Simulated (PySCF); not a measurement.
# C3H8O2Si: geometry relaxation

C3H8O2Si, computed with PBE0-D3(BJ)/def2-SVP geometry optimisation, gas phase (PySCF 2.14.0).

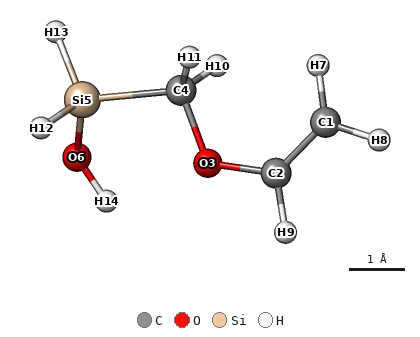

*The structure as given in the input (ball-and-stick view, seen at a tilt; atoms are numbered from 1 in the order of the input).*

Bond lengths as drawn: C–C 1.31 Å, C–H 1.06 to 1.12 Å, C–O 1.34 to 1.44 Å, C–Si 1.88 Å, H–O 0.96 Å, H–Si 1.43 to 1.48 Å and O–Si 1.63 Å.

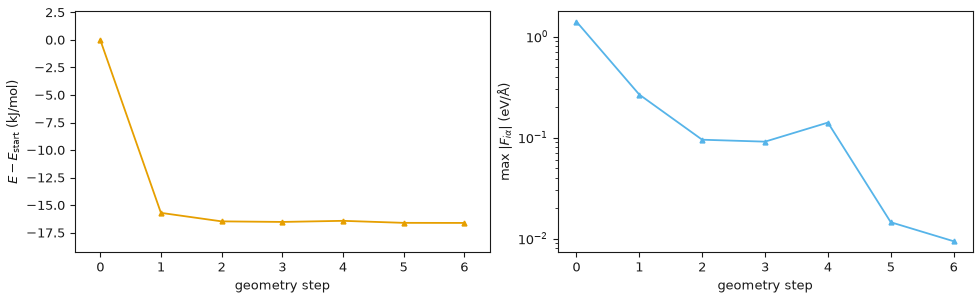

*Progress of the relaxation, step by step (steps are counted from 0).*

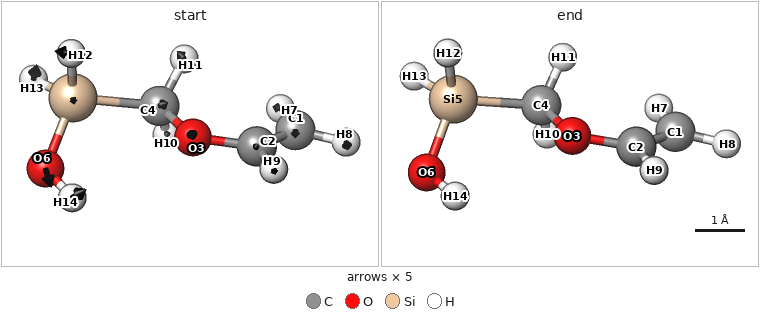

*Before (left) and after (right) the relaxation, at one scale (ball-and-stick view, seen at a tilt). The black arrows give the displacements, magnified 5 times.*

Over 6 geometry steps the energy falls by 16.6 kJ/mol. Largest force component: 1.4 eV/Å at the start, 0.0094 eV/Å at the end. O6 moves most after the best rigid fit: 0.090 Å. Largest moves by element: O 0.090 Å, H 0.088 Å, C 0.050 Å, Si 0.030 Å. Among the contacts that change: Si5–H13 1.434 → 1.488 Å, Si5–O6 1.628 → 1.664 Å, C1–H7 1.057 → 1.091 Å, C1–C2 1.314 → 1.336 Å. Among the angles that change: Si5–O6–H14 120.0° → 113.9°, H12–Si5–H13 115.2° → 110.1°, Si5–C4–H10 114.8° → 111.0°. (Atoms are counted from 1 in the order of the input.)

These pictures come from the run below.

Input file
```
{"job": {"xc": "PBE0", "basis": "def2-SVP", "d3": "d3bj", "grid": 1, "shake": 0.01, "kind": "geom"}, "charge": 0, "multiplicity": 1}
C     -2.528010    -0.064070     0.567530
C     -1.578790     0.700860     1.057960
O     -0.257770     0.559210     0.893710
C      0.261250    -0.539090     0.127240
Si     2.131240    -0.446140     0.236110
O      2.619630     1.034370    -0.232600
H     -2.368100    -0.897910    -0.061920
H     -3.555880     0.209530     0.775320
H     -1.774390     1.571260     1.706110
H     -0.144200    -0.456010    -0.887510
H     -0.175740    -1.478970     0.548900
H      2.507890    -0.690410     1.646330
H      2.733590    -1.330920    -0.718550
H      2.122120     1.813230     0.036070
```

The first line tells a small driver script what to run in PySCF; the rest is the geometry in Å.

Launched with:
```bash
OMP_NUM_THREADS=1 python <driver script> task.json out
```

Log
```
step   0  E = -558.35308060  max force = 0.027397
step   1  E = -558.35906005  max force = 0.005186
step   2  E = -558.35935382  max force = 0.001851
step   3  E = -558.35937334  max force = 0.001771
step   4  E = -558.35933520  max force = 0.002736
step   5  E = -558.35940516  max force = 0.000282
step   6  E = -558.35940793  max force = 0.000184
optimisation converged
```

Trajectory as extended XYZ (Å, eV, eV/Å), 7 frames, from step=0 to step=6
```
14
Properties=species:S:1:pos:R:3:forces:R:3 step=0 energy=-15193.56121
C    -2.5280   -0.0641    0.5675   -1.3172   0.3703   0.1606
C    -1.5788    0.7009    1.0580    1.0593   0.7146   0.5706
O    -0.2578    0.5592    0.8937    0.9551   0.0096  -0.0092
C     0.2612   -0.5391    0.1272   -1.4088   0.0000   0.7942
Si    2.1312   -0.4461    0.2361   -0.6278   0.2408   0.6929
O     2.6196    1.0344   -0.2326    0.3457   1.2501  -0.4340
H    -2.3681   -0.8979   -0.0619    0.3035  -1.0582  -0.7605
H    -3.5559    0.2095    0.7753   -0.2687  -0.0138   0.0911
H    -1.7744    1.5713    1.7061   -0.0554  -0.2062  -0.2127
H    -0.1442   -0.4560   -0.8875    0.1160  -0.0667  -0.4638
H    -0.1757   -1.4790    0.5489    0.3549   0.1314  -0.1934
H     2.5079   -0.6904    1.6463    0.1028  -0.2759   0.2136
H     2.7336   -1.3309   -0.7186    0.4481  -0.9365  -0.5346
H     2.1221    1.8132    0.0361   -0.0075  -0.1596   0.0852
14
Properties=species:S:1:pos:R:3:forces:R:3 step=1 energy=-15193.72392
C    -2.7694   -0.1954    0.4239    0.1643  -0.1727  -0.1474
C    -1.7940    0.5694    0.9245   -0.0534  -0.0015  -0.0428
O    -0.4669    0.4505    0.7268   -0.1740   0.0845   0.0823
C    -0.0183   -0.5905   -0.1152    0.2201   0.0252  -0.1495
Si    1.8722   -0.4604   -0.0975   -0.0348  -0.2667  -0.0108
O     2.3249    1.0808   -0.5333   -0.0353  -0.0175   0.0640
H    -2.5852   -1.0518   -0.2350   -0.0302   0.1466   0.1079
H    -3.8009    0.0369    0.6766   -0.1031   0.0252   0.0353
H    -2.0142    1.4190    1.5772    0.0592   0.0198   0.0290
H    -0.4339   -0.4778   -1.1364    0.0235   0.0358   0.0355
H    -0.3488   -1.5766    0.2537   -0.0601  -0.0986   0.0799
H     2.3390   -0.8436    1.2701    0.0014   0.0997   0.0390
H     2.4564   -1.4366   -1.0641   -0.0176   0.1547  -0.0589
H     1.8339    1.7660   -0.0634    0.0401  -0.0346  -0.0634
14
Properties=species:S:1:pos:R:3:forces:R:3 step=2 energy=-15193.73192
C    -2.7757   -0.1816    0.4115    0.0081  -0.0161  -0.0155
C    -1.7974    0.5691    0.9266   -0.0027  -0.0050  -0.0008
O    -0.4704    0.4422    0.7377   -0.0188   0.0124   0.0161
C    -0.0133   -0.6016   -0.1028    0.0149  -0.0315  -0.0036
Si    1.8749   -0.4728   -0.0947    0.0181  -0.0952   0.0243
O     2.3179    1.0675   -0.5401   -0.0070   0.0122   0.0163
H    -2.5964   -1.0250   -0.2575    0.0036   0.0086   0.0103
H    -3.8091    0.0529    0.6684    0.0061   0.0077  -0.0037
H    -2.0066    1.4107    1.5942    0.0137   0.0019   0.0028
H    -0.4279   -0.4861   -1.1228    0.0187   0.0044  -0.0028
H    -0.3488   -1.5889    0.2714   -0.0248   0.0194   0.0075
H     2.3582   -0.8306    1.2747   -0.0136   0.0327   0.0082
H     2.4636   -1.4218   -1.0799   -0.0249   0.0410  -0.0357
H     1.8260    1.7558   -0.0788    0.0085   0.0075  -0.0235
14
Properties=species:S:1:pos:R:3:forces:R:3 step=3 energy=-15193.73245
C    -2.7632   -0.1745    0.4019   -0.0911   0.0519   0.0452
C    -1.7944    0.5759    0.9348    0.0121  -0.0594  -0.0575
O    -0.4680    0.4413    0.7527    0.0656   0.0234   0.0215
C    -0.0178   -0.6051   -0.0894   -0.0097  -0.0184   0.0419
Si    1.8694   -0.4843   -0.0938    0.0248   0.0056   0.0150
O     2.3105    1.0552   -0.5453    0.0012   0.0074   0.0048
H    -2.5695   -1.0141   -0.2658   -0.0059  -0.0098  -0.0115
H    -3.8014    0.0579    0.6422    0.0118  -0.0065  -0.0033
H    -2.0051    1.4153    1.6048    0.0007  -0.0064  -0.0085
H    -0.4317   -0.4843   -1.1087    0.0070  -0.0021  -0.0121
H    -0.3641   -1.5885    0.2864   -0.0012   0.0215  -0.0145
H     2.3630   -0.8334    1.2739   -0.0029  -0.0022  -0.0048
H     2.4445   -1.4208   -1.0966   -0.0094  -0.0106  -0.0109
H     1.8227    1.7492   -0.0890   -0.0031   0.0056  -0.0052
14
Properties=species:S:1:pos:R:3:forces:R:3 step=4 energy=-15193.73141
C    -2.7788   -0.1570    0.3988    0.0680  -0.0023  -0.0050
C    -1.7892    0.5680    0.9290   -0.0165   0.1407   0.0915
O    -0.4618    0.4277    0.7593   -0.0205  -0.0742  -0.0529
C    -0.0096   -0.6191   -0.0817   -0.0463  -0.0271   0.0313
Si    1.8761   -0.4933   -0.0895    0.0219   0.0884  -0.0137
O     2.3063    1.0492   -0.5444    0.0040  -0.0054  -0.0015
H    -2.6082   -1.0001   -0.2699   -0.0019  -0.0383  -0.0398
H    -3.8097    0.1020    0.6421    0.0168  -0.0024   0.0093
H    -1.9863    1.4089    1.6010   -0.0409   0.0096   0.0029
H    -0.4169   -0.4951   -1.1032   -0.0099  -0.0056  -0.0143
H    -0.3635   -1.5997    0.2926    0.0135   0.0021  -0.0232
H     2.3758   -0.8325    1.2779    0.0113  -0.0321  -0.0134
H     2.4453   -1.4148   -1.1081    0.0121  -0.0510   0.0177
H     1.8151    1.7455   -0.0960   -0.0115  -0.0024   0.0111
14
Properties=species:S:1:pos:R:3:forces:R:3 step=5 energy=-15193.73331
C    -2.7724   -0.1609    0.4011   -0.0040   0.0060   0.0041
C    -1.7907    0.5754    0.9305    0.0103  -0.0030  -0.0023
O    -0.4638    0.4332    0.7540    0.0017  -0.0026  -0.0016
C    -0.0132   -0.6146   -0.0862   -0.0133   0.0020   0.0075
Si    1.8743   -0.4898   -0.0919    0.0033   0.0145  -0.0032
O     2.3087    1.0520   -0.5437    0.0023  -0.0041   0.0046
H    -2.5977   -1.0034   -0.2692    0.0090  -0.0001   0.0004
H    -3.8049    0.0869    0.6483   -0.0034   0.0038  -0.0017
H    -1.9943    1.4163    1.6008   -0.0014  -0.0001  -0.0011
H    -0.4231   -0.4931   -1.1074    0.0018  -0.0013  -0.0035
H    -0.3624   -1.5968    0.2874   -0.0050   0.0016  -0.0006
H     2.3710   -0.8376    1.2746    0.0045  -0.0066  -0.0031
H     2.4460   -1.4234   -1.0999   -0.0013  -0.0068   0.0023
H     1.8173    1.7456   -0.0904   -0.0046  -0.0033  -0.0019
14
Properties=species:S:1:pos:R:3:forces:R:3 step=6 energy=-15193.73339
C    -2.7708   -0.1553    0.4007    0.0057  -0.0003  -0.0015
C    -1.7887    0.5794    0.9315   -0.0042   0.0064   0.0016
O    -0.4621    0.4336    0.7562    0.0008  -0.0015   0.0012
C    -0.0150   -0.6155   -0.0841   -0.0001   0.0004   0.0031
Si    1.8730   -0.4941   -0.0926   -0.0008   0.0028  -0.0016
O     2.3079    1.0475   -0.5441    0.0043  -0.0016   0.0033
H    -2.5914   -0.9983   -0.2679   -0.0094  -0.0010  -0.0013
H    -3.8043    0.0932    0.6434    0.0042   0.0015  -0.0006
H    -1.9917    1.4213    1.6006    0.0028   0.0016   0.0001
H    -0.4251   -0.4929   -1.1052    0.0019  -0.0011  -0.0013
H    -0.3668   -1.5968    0.2896   -0.0018   0.0026   0.0002
H     2.3726   -0.8440    1.2722    0.0029  -0.0046  -0.0021
H     2.4411   -1.4288   -1.1018   -0.0014  -0.0036   0.0010
H     1.8161    1.7407   -0.0907   -0.0048  -0.0017  -0.0019
```

Results in brief

```csv
quantity,value
outcome,converged
total energy,−558.359408 hartree
dipole moment,1.29 D
point group,C1
hardware,"1 CPU thread, shared host"
wall time,67 s
peak memory,0.49 GiB
```
